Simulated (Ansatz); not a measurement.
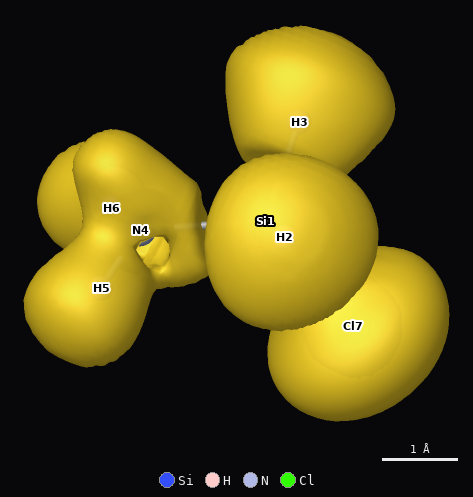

Figure 1: ClH4NSi. Isosurface of the ELF at 0.75 (yellow), seen across its widest extent. Only the valence region is drawn (cores and ρ < 0.01 e/Å³ removed).

The calculation used Ansatz 0.2.0, RKS B3LYP-D4/def2-SVP.

```xyz
7

Si    0.1522    0.0733    0.1419
H    -0.1124   -0.0939    1.5924
H     1.5976    0.1829   -0.1745
N    -0.6179    1.5145   -0.3878
H    -1.5861    1.6963   -0.1389
H    -0.4017    1.8951   -1.3048
Cl   -0.5240   -1.6854   -0.7828
```

Q: Where are the electrons localised?

A: The surface consists of two regions around hydrogen nuclei, one region on Cl in which the atom's valence shell and bonds are merged and one joined region spread over several atoms (H, N), in which their bonds and any lone pairs are merged.

Values along the shortest contacts:
Si–N (1.72 Å): the ELF peaks at about 0.90 between the atoms, as expected for a shared but strongly polarised pair. Si–Cl (2.10 Å): the ELF peaks at about 0.90 between the atoms; a shared but strongly polarised pair.
